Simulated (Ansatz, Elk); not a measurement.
**How far do independent atoms describe Mg2ScGeP?**

The structure of Mg2ScGeP used here is made up (a known structure type with other elements) and was relaxed beforehand with PBE. The aim is the Fourier transform of its all-electron density, F(hkl), set beside the sum over free spherical atoms that refinements use.

Calculated with Elk 11.2.3 (patched build); DFT, PBE, all-electron APW+lo, Dirac cores, scalar-relativistic bands, static density, no spin.

The structure was built from a prototype and need not be the compound's stable phase.

## (1) Set-up

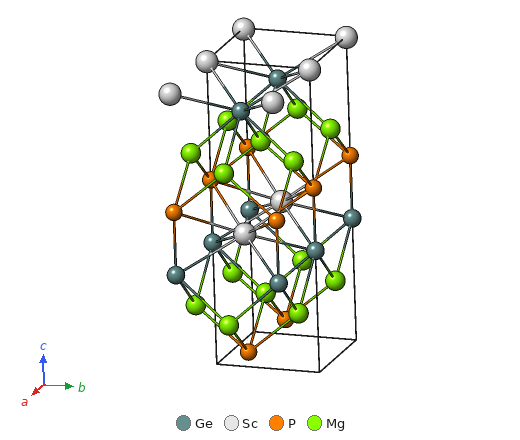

The starting structure, seen slightly off an axis (germanium teal, scandium white, phosphorus orange, magnesium green). 2×1×1 cells are drawn. This picture shows the conventional cell, with its axes. Some periodic images of atoms are drawn too.

## (2) Ground state and structure factors

An all-electron density is needed, since X-rays see the cores too. Task 0 finds the density and task 195 Fourier-transforms it; tshift is off so that phases refer to the origin typed.

elk.in reads:

```
tasks
  0
  195

xctype
  20

spinpol
  .false.

rgkmax
  7.0

gmaxvr
  14.0

lmaxo
  7

lmaxapw
  8

swidth
  0.002

tshift
  .false.

ramdisk
  .false.

hmaxvr
  5.5

maxscl
  120

epspot
  1e-06

sppath
  './'

avec
  -3.81751755608 3.81751755608 11.16129984174
  3.81751755608 -3.81751755608 11.16129984174
  3.81751755608 3.81751755608 -11.16129984174

atoms
  4
  'Ge.in'
  1
  0.4003071831 0.4003071831 0.0000000000   0.000000 0.000000 0.000000
  'Sc.in'
  1
  0.9961775449 0.9961775449 0.0000000000   0.000000 0.000000 0.000000
  'P.in'
  1
  0.6069916713 0.6069916713 -0.0000000000   0.000000 0.000000 0.000000
  'Mg.in'
  2
  0.2483118004 0.7483118004 0.5000000000   0.000000 0.000000 0.000000
  0.7483118004 0.2483118004 0.5000000000   0.000000 0.000000 0.000000

ngridk
  8 8 8
```

The run is started by

```sh
$ OMP_NUM_THREADS=4 elk
```

Numbers of over 12 decimals in the logs are rounded to 6 here.

The log of the run:

```text
┌─────────────────────────┐
│ Elk code version 11.2.3 │
└─────────────────────────┘

All units are atomic (Hartree, Bohr, etc.)

┌─────────────────────────────────────────────────┐
│ Ground-state run starting from atomic densities │
└─────────────────────────────────────────────────┘

Lattice vectors :
  -3.817517556       3.817517556       11.16129984
   3.817517556      -3.817517556       11.16129984
   3.817517556       3.817517556      -11.16129984

Reciprocal lattice vectors :
 -0.3165487333E-16  0.8229412458      0.2814719341
  0.8229412458     -0.3165487333E-16  0.2814719341
  0.8229412458      0.8229412458      0.1463435019E-17

Unit cell volume      :    650.6341473
Brillouin zone volume :   0.3812437673

Muffin-tin inner radius fraction :   0.1000000000E-01

Nuclei treated as point charges

Species : 1 (Ge)
 parameters loaded from : Ge.in
 name : germanium
 nuclear charge    :   -32.00000000
 electronic charge :    32.00000000
 atomic mass :    132414.6196
 muffin-tin radius :    2.381079178
 number of radial points in muffin-tin :    993
 inner part over the whole radius :   0.9929664092E-02
 number on inner part of muffin-tin    :    702
 approximate nuclear radius :   0.7637961215E-04
 number of mesh points to nuclear radius :    340
 atomic positions (lattice), magnetic fields (Cartesian) :
  1 :   0.40030718  0.40030718  0.00000000    0.00000000  0.00000000  0.00000000

Species : 2 (Sc)
 parameters loaded from : Sc.in
 name : scandium
 nuclear charge    :   -21.00000000
 electronic charge :    21.00000000
 atomic mass :    81949.61073
 muffin-tin radius :    2.400000000
 number of radial points in muffin-tin :    993
 inner part over the whole radius :   0.9898716403E-02
 number on inner part of muffin-tin    :    698
 approximate nuclear radius :   0.6711386133E-04
 number of mesh points to nuclear radius :    323
 atomic positions (lattice), magnetic fields (Cartesian) :
  1 :   0.99617754  0.99617754  0.00000000    0.00000000  0.00000000  0.00000000

Species : 3 (P)
 parameters loaded from : P.in
 name : phosphorus
 nuclear charge    :   -15.00000000
 electronic charge :    15.00000000
 atomic mass :    56461.71230
 muffin-tin radius :    2.182655913
 number of radial points in muffin-tin :    793
 inner part over the whole radius :   0.9820214917E-02
 number on inner part of muffin-tin    :    553
 approximate nuclear radius :   0.6081821256E-04
 number of mesh points to nuclear radius :    249
 atomic positions (lattice), magnetic fields (Cartesian) :
  1 :   0.60699167  0.60699167  0.00000000    0.00000000  0.00000000  0.00000000

Species : 4 (Mg)
 parameters loaded from : Mg.in
 name : magnesium
 nuclear charge    :   -12.00000000
 electronic charge :    12.00000000
 atomic mass :    44305.30466
 muffin-tin radius :    2.200000000
 number of radial points in muffin-tin :    793
 inner part over the whole radius :   0.9941530515E-02
 number on inner part of muffin-tin    :    552
 approximate nuclear radius :   0.5710277704E-04
 number of mesh points to nuclear radius :    241
 atomic positions (lattice), magnetic fields (Cartesian) :
  1 :   0.24831180  0.74831180  0.50000000    0.00000000  0.00000000  0.00000000
  2 :   0.74831180  0.24831180  0.50000000    0.00000000  0.00000000  0.00000000

Total number of atoms per unit cell :    5
Total muffin-tin volume :    247.2130277
 ratio of muffin-tin to unit cell volume :   0.3799570446

Spin treatment :
 spin-unpolarised

Number of Bravais lattice symmetries :   16
Number of crystal symmetries         :    8
Crystal has no inversion symmetry
Complex Hermitian eigensolver will be used

k-point grid :      8     8     8
k-point offset :    0.000000000       0.000000000       0.000000000
k-point set is reduced with full crystal symmetry group
Total number of k-points :      100

Muffin-tin radius times maximum |G+k| :    7.000000000
 using average radius
Maximum |G+k| for APW functions       :    3.079973241
Maximum (1/2)|G+k|²                   :    4.743117583
[...]
Density of states at Fermi energy :    44.16285353
 (states/Hartree/unit cell)

Estimated indirect band gap :   0.9725554453E-03
 from k-point 8 to k-point 72
Estimated direct band gap   :   0.9122071400E-02
 at k-point 68

Charges :
 core                        :    42.00000000
 valence                     :    50.00000000
 interstitial                :    7.975234785
 muffin-tins (core leakage)
  species : 1 (Ge)
   atom 1                    :    30.78029766     (  0.3851046920E-03)
  species : 2 (Sc)
[...]
species : 3 (P)
[...]
species : 4 (Mg)
[...]
total in muffin-tins        :    84.02476522
 total calculated charge     :    91.99906853
 total charge                :    92.00000000
 error                       :   0.9314657024E-03

RMS change in Kohn-Sham potential (target) :   0.5667892282     (  0.1000000000E-05)
Absolute change in total energy (target)   :   0.2709109863     (  0.1000000000E-03)

[... loops 3 to 14 left out ...]

┌──────────────────┐
│ Loop number : 15 │
└──────────────────┘

Energies :
 Fermi                       :     0.230303
 sum of occupied eigenvalues :     -2053.3825528054
 electron kinetic            :      3658.7250206704
 core electron kinetic       :      3305.8112010408
 Coulomb                     :     -7089.8332433712
 Coulomb potential           :     -5485.1890773997
 nuclear-nuclear             :     -510.03268146082
 electron-nuclear            :     -7685.9436382820
 Hartree                     :      1106.1430763716
 Madelung                    :     -4347.2387046714
 xc potential                :     -226.91849607605
 exchange                    :     -171.08199243611
 correlation                 :     -3.965340
 electron entropic           :    -0.80422694202174E-03
 total energy                :     -3606.1563597182

Density of states at Fermi energy :    62.30107171
 (states/Hartree/unit cell)

Estimated indirect band gap :   0.1046404429E-03
 from k-point 24 to k-point 25
Estimated direct band gap   :   0.6595987851E-02
 at k-point 68

Charges :
 core                        :    42.00000000
 valence                     :    50.00000000
 interstitial                :    7.996544645
 muffin-tins (core leakage)
  species : 1 (Ge)
[...]
species : 2 (Sc)
[...]
species : 3 (P)
[...]
species : 4 (Mg)
[...]
total in muffin-tins        :    84.00345536
 total calculated charge     :    91.99908305
 total charge                :    92.00000000
 error                       :   0.9169523968E-03

RMS change in Kohn-Sham potential (target) :   0.6841033402E-06 (  0.1000000000E-05)
Absolute change in total energy (target)   :   0.5865508092E-04 (  0.1000000000E-03)

Convergence targets achieved

┌──────────────────┐
│ Loop number : 16 │
└──────────────────┘

Energies :
 Fermi                       :     0.230304
 sum of occupied eigenvalues :     -2053.3825429125
 electron kinetic            :      3658.7250292179
 core electron kinetic       :      3305.8112055806
 Coulomb                     :     -7089.8332440635
 Coulomb potential           :     -5485.1890772559
 nuclear-nuclear             :     -510.03268146082
 electron-nuclear            :     -7685.9436400427
 Hartree                     :      1106.1430774400
 Madelung                    :     -4347.2387054356
 xc potential                :     -226.91849487458
 exchange                    :     -171.08199250268
 correlation                 :     -3.965340
 electron entropic           :    -0.80422702741249E-03
 total energy                :     -3606.1563519220

Density of states at Fermi energy :    62.30106196
 (states/Hartree/unit cell)

Estimated indirect band gap :   0.1046467946E-03
 from k-point 24 to k-point 25
Estimated direct band gap   :   0.6596007788E-02
 at k-point 68

Charges :
 core                        :    42.00000000
 valence                     :    50.00000000
 interstitial                :    7.996544454
 muffin-tins (core leakage)
  species : 1 (Ge)
[...]
species : 2 (Sc)
[...]
species : 3 (P)
   atom 1                    :    13.29264828     (  0.3439202490E-03)
  species : 4 (Mg)
   atom 1                    :    10.56119815     ( -0.9828258607E-07)
   atom 2                    :    10.56119815     ( -0.9828258607E-07)
 total in muffin-tins        :    84.00345555
 total calculated charge     :    91.99908305
 total charge                :    92.00000000
 error                       :   0.9169522418E-03

┌──────────────────────────────┐
│ Self-consistent loop stopped │
└──────────────────────────────┘

Warning : core states of species 1 leak from the muffin-tin :   0.3770771427E-03

Warning : core states of species 3 leak from the muffin-tin :   0.3439202490E-03

Wrote STATE.OUT
```

Run time: 1.7 min. Hardware: 4 threads of Arm Neoverse V1, shared host; peak memory 0.18 GiB; 5.7 min of CPU time.

SFACRHO.OUT:

```text

h k l indices transformed by vhmat matrix:
   1.000000000       0.000000000       0.000000000    
   0.000000000       1.000000000       0.000000000    
   0.000000000       0.000000000       1.000000000    

      h      k      l  multipl.   |H|            Re(F)            Im(F)           |F|

      0      0      0      1   0.0000000       91.999999     -0.34269925E-16   91.999999    
     -1     -1      1      1  0.56294387       9.8262943       15.913943       18.703199    
      1      1     -1      1  0.56294387       9.8262943      -15.913943       18.703199    
      1      0      0      4  0.86974637      -15.416760       8.5485259       17.628210    
      0     -1      0      4  0.86974637      -15.416760      -8.5485259       17.628210    
     -2     -2      2      1   1.1258877       2.3344463       13.400379       13.602198    
      2      2     -2      1   1.1258877       2.3344463      -13.400379       13.602198    
     -1      1      0      4   1.1638147       35.321212     -0.72285475E-15   35.321212    
      1      2     -2      4   1.1790973       28.534112       14.148751       31.849375    
     -2     -1      1      4   1.1790973       28.534112      -14.148751       31.849375    
     -1     -1      0      4   1.2928149       43.060921       15.278840       45.691201    
      0      2     -1      4   1.2928149       43.060921      -15.278840       45.691201    
      1      3     -2      4   1.6192862      -30.089581      -10.712764       31.939727    
     -1     -3      2      4   1.6192862      -30.089581       10.712764       31.939727    
     -3     -2      3      4   1.6303047       46.716455     -0.63915536       46.720827    
      3      2     -2      4   1.6303047       46.716455      0.63915536       46.720827    
     -1      1     -1      4   1.6458825       62.885685     -0.59348087E-14   62.885685    
      3      3     -3      1   1.6888316      -27.452073       5.5087850       27.999340
```

Elk indexes on the primitive cell of elk.in and gives |H| = 4π sin θ/λ in inverse bohr. Below, one row stands for each form hkl of the conventional cell (m members, Friedel mates merged), F is for one primitive cell and the density is static (no thermal factor). Free-atom factors are Waasmaier and Kirfel's, and R is Σm||F|−|F'||/Σm|F|.

```csv
hkl,m,sin θ/λ (Å⁻¹),"abs F, DFT",neutral atoms,diff.,abs of complex diff.
002,2,0.085,18.703,18.611,+0.092,0.092
101,8,0.131,17.628,17.437,+0.191,0.231
004,2,0.169,13.602,13.644,-0.042,0.527
110,4,0.175,35.321,35.114,+0.207,0.207
103,8,0.177,31.849,31.821,+0.029,0.089
112,8,0.194,45.691,45.962,-0.270,0.271
114,8,0.243,31.940,32.146,-0.207,0.207
105,8,0.245,46.721,46.926,-0.205,0.206
200,4,0.247,62.886,63.281,-0.396,0.396
006,2,0.254,27.999,28.217,-0.217,0.218
202,8,0.262,15.192,15.292,-0.099,0.103
211,16,0.280,14.360,14.582,-0.223,0.242
204,8,0.300,11.298,11.350,-0.052,0.212
213,16,0.304,25.684,25.806,-0.123,0.123
116,8,0.308,4.975,4.890,+0.085,0.141
107,8,0.321,23.260,23.355,-0.095,0.097
008,2,0.339,37.727,37.752,-0.024,0.040
215,16,0.348,39.569,39.668,-0.099,0.099
```

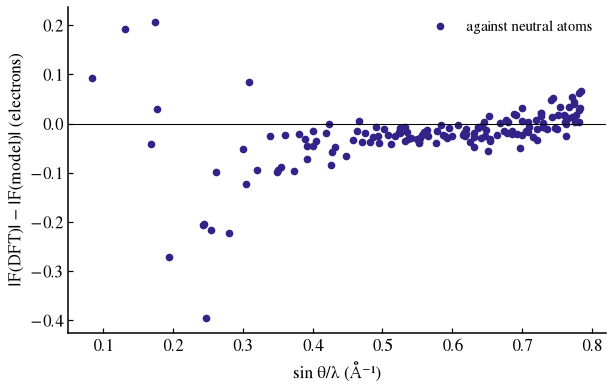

Difference between the calculated structure factors and the independent-atom ones.

## (3) The highest occupied states alone

An energy window below the Fermi level keeps the highest occupied states, to see at which angles they scatter; shallow core shells can lie inside it and anion s states outside. No new self-consistency is needed.

elk.in, as its differences from that of step 2:

```diff
@@ -1,3 +1,2 @@
 tasks
-  0
   195
@@ -40,2 +39,5 @@
 
+wsfac
+  -0.320940 0.530300
+
 sppath
```

The run is started by

```sh
$ OMP_NUM_THREADS=4 elk
```

The log of the run:

```text
┌─────────────────────────────────┐
│ Elk code version 11.2.3 started │
└─────────────────────────────────┘

Info(readinput): the functional depends on the density's gradient
 muffin-tin radial points multiplied by    2.00000
 (not where nrmtscf is given)

┌────────────────────┐
│ Current task : 195 │
└────────────────────┘
Info(checkmt): changed muffin-tin radius of species 1 (Ge) from   2.4000 to   2.3811
Info(checkmt): changed muffin-tin radius of species 3 (P) from   2.2000 to   2.1827

Info(sfacrho): density structure factors written to SFACRHO.OUT

 Energy window :  -0.3209400000      0.5303000000

┌──────────────────┐
│ Elk code stopped │
└──────────────────┘
```

Run time: 15 s. Hardware: 4 threads; peak memory 0.18 GiB; 20 s of CPU time.

States within 15 eV below the Fermi level hold 16.00 electrons; any levels below the window count with the cores. Their amplitudes can exceed the total, where window and core parts have opposite phase:

```csv
hkl,sin θ/λ (Å⁻¹),"abs F, window","abs F, all"
002,0.085,1.531,18.703
101,0.131,2.767,17.628
004,0.169,1.944,13.602
110,0.175,2.720,35.321
103,0.177,1.486,31.849
112,0.194,0.871,45.691
114,0.243,0.129,31.940
105,0.245,0.636,46.721
200,0.247,0.353,62.886
006,0.254,0.293,27.999
```

## (4) Another functional

The difference from free atoms is small, so it is set against the change that PBEsol makes.

elk.in, as its differences from that of step 3:

```diff
@@ -1,2 +1,3 @@
 tasks
+  0
   195
@@ -4,3 +5,3 @@
 xctype
-  20
+  22
 
@@ -39,5 +40,2 @@
 
-wsfac
-  -0.320940 0.530300
-
 sppath
```

The run is started by

```sh
$ OMP_NUM_THREADS=4 elk
```

The log of the run:

```text
┌─────────────────────────┐
│ Elk code version 11.2.3 │
└─────────────────────────┘

All units are atomic (Hartree, Bohr, etc.)

┌─────────────────────────────────────────────────┐
│ Ground-state run starting from atomic densities │
└─────────────────────────────────────────────────┘

Lattice vectors :
  -3.817517556       3.817517556       11.16129984
   3.817517556      -3.817517556       11.16129984
   3.817517556       3.817517556      -11.16129984

Reciprocal lattice vectors :
 -0.3165487333E-16  0.8229412458      0.2814719341
[...]
species : 4 (Mg)
   atom 1                    :    10.56292613     ( -0.9828258607E-07)
   atom 2                    :    10.56292613     ( -0.9828258607E-07)
 total in muffin-tins        :    83.99285382
 total calculated charge     :    91.99907352
 total charge                :    92.00000000
 error                       :   0.9264782083E-03

┌──────────────────────────────┐
│ Self-consistent loop stopped │
└──────────────────────────────┘

Warning : core states of species 1 leak from the muffin-tin :   0.3822535213E-03

Warning : core states of species 3 leak from the muffin-tin :   0.3469897554E-03

Wrote STATE.OUT
[key lines of the parts left out:]
total energy                :     -3602.3013496630
```

It took 1.7 min on 4 threads; peak memory 0.18 GiB; 6 min of CPU time.

Against the first run R = 0.04 %; the largest change is -0.023 at 1 1 10.

## (5) A coarser k-mesh

About half the k-points along each axis test the sampling.

elk.in, as its differences from that of step 4:

```diff
@@ -5,3 +5,3 @@
 xctype
-  22
+  20
 
@@ -65,2 +65,2 @@
 ngridk
-  8 8 8
+  4 4 4
```

The run is started by

```sh
$ OMP_NUM_THREADS=4 elk
```

The log of the run:

```text
┌─────────────────────────┐
│ Elk code version 11.2.3 │
└─────────────────────────┘

All units are atomic (Hartree, Bohr, etc.)

┌─────────────────────────────────────────────────┐
│ Ground-state run starting from atomic densities │
└─────────────────────────────────────────────────┘

Lattice vectors :
  -3.817517556       3.817517556       11.16129984
   3.817517556      -3.817517556       11.16129984
   3.817517556       3.817517556      -11.16129984

Reciprocal lattice vectors :
 -0.3165487333E-16  0.8229412458      0.2814719341
[...]
species : 4 (Mg)
   atom 1                    :    10.55999231     ( -0.9828258518E-07)
   atom 2                    :    10.55999231     ( -0.9828258518E-07)
 total in muffin-tins        :    84.00605076
 total calculated charge     :    91.99908160
 total charge                :    92.00000000
 error                       :   0.9183991988E-03

┌──────────────────────────────┐
│ Self-consistent loop stopped │
└──────────────────────────────┘

Warning : core states of species 1 leak from the muffin-tin :   0.3769869158E-03

Warning : core states of species 3 leak from the muffin-tin :   0.3438141453E-03

Wrote STATE.OUT
[key lines of the parts left out:]
total energy                :     -3606.1555063978
```

Wall time 38 s (4 threads); peak memory 0.18 GiB; 90 s of CPU time.

Against the first run R = 0.00 %; the largest change is +0.009 at 103.

## (6) Settings against the effect

```csv
run,R against the first run (%),"R against neutral atoms, low angle (%)",wall time
"PBE, rgkmax 7",0.00,0.64,1.7 min
PBEsol,0.04,0.65,1.7 min
k-mesh 4×4×4,0.00,0.65,38 s
```

## (7) What came out

```json
{"R against neutral atoms, sin θ/λ < 0.3 Å⁻¹": "0.64 %", "R against neutral atoms, 0.3 to 0.78 Å⁻¹": "0.17 %"}
```

In words: Independent neutral atoms miss the calculated amplitudes by R = 0.64 % below 0.3 Å⁻¹ and 0.17 % from there to 0.78 Å⁻¹; by shells, 0.96 % below 0.15 Å⁻¹ (2 forms), 0.62 % 0.15 to 0.3 (11 forms), 0.27 % 0.3 to 0.45 (22 forms), 0.14 % above 0.45 (114 forms). Bonding, aspherical density and the tables' own atoms all enter these figures, and the runs don't part them. The largest change of an amplitude is -0.40 electrons, at 200. R counts amplitudes alone; phases shift too. The window's part falls from 16.0 electrons at the origin to at most 0.24 between 0.45 and 0.78 Å⁻¹. Below 0.3 Å⁻¹ the changes that finished (PBEsol and k-mesh 4×4×4) move F by R = 0.03 % at most, against the 0.64 % that separates it from free atoms. The basis has no finished test. Part of the difference isn't bonding: the tables are fits to free atoms and ions calculated by other methods than this functional. Thermal motion, anomalous dispersion and extinction are left out.

[Logs are printed without paths, hosts, clocks, repeated set-up lines and the standing remarks that a program may print on its own settings, such as how far it seeks lower states.]

[Hosts, paths, dates, database ids (printed as entryN), source tags and the programs' standing remarks are cut or masked in the printed files.]
